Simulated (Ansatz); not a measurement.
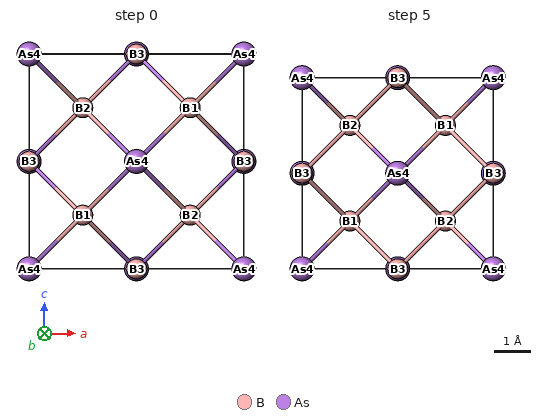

The structure of solid B$_{3}$As (a generated structure, set up in Fm-3m) (coarse preliminary run) before (left) and after (right) a relaxation, at one scale.

Style: ball-and-stick. Shown: the conventional cell (4 times the calculation's cell), along the b axis. Lengths and directions refer to the drawn axes.

Method: DFT PBE, scalar-relativistic, plane waves, PAW (Ansatz 0.2.0).

Input
```yaml
crystal:
  lattice:
    - [0.0, 3.01421933, 3.01421933]
    - [3.01421933, 0.0, 3.01421933]
    - [3.01421933, 3.01421933, 0.0]
  atoms:
    - { symbol: B, position: [0.25, 0.25, 0.25] }
    - { symbol: B, position: [0.75, 0.75, 0.75] }
    - { symbol: B, position: [0.5, 0.5, 0.5] }
    - { symbol: As, position: [0.0, 0.0, 0.0] }
basis:
  ecutwfc: 420
kpoints:
  mp_grid: { grid: [6, 6, 6] }
hamiltonian:
  xc: pbe
scf:
  occupations: { method: gaussian, width: 0.1 }
  lower_state_search: "off"
output:
  forces: true
  stress: true
  eigenvalues: true
relax:
  adjacent_minimum: "off"
  f_tol: 0.04
  max_steps: 70
  cell: { stress_tol: 0.4 }
```

Run as
```bash
ansatz run input.yaml --threads 1 --pin off --max-ram 2560MiB --backend cpu --events-out ev --progress --plain --runs-dir out
```

### What changed between the two?

Over 4 accepted moves (5 points after the start) the energy falls by 388 meV per atom. All forces vanish by symmetry, so only the cell relaxes. The pressure goes from −21.51 to 0.00 GPa. The SCF was repeated once at an unchanged geometry on a basis and grid sized afresh for the cell, which shifted the energy by 1.1 meV per atom at most. The atoms keep their places relative to the cell (all moves are under 0.005 Å). The volume changes by −29.5 %, with a = b = c 6.028 → 5.365 Å (−11.0 %). Among the contacts that change: B3–As4 3.014 → 2.683 Å, B1–As4 2.610 → 2.323 Å, B1–B3 2.610 → 2.323 Å. The space group stays Fm-3m (No. 225).
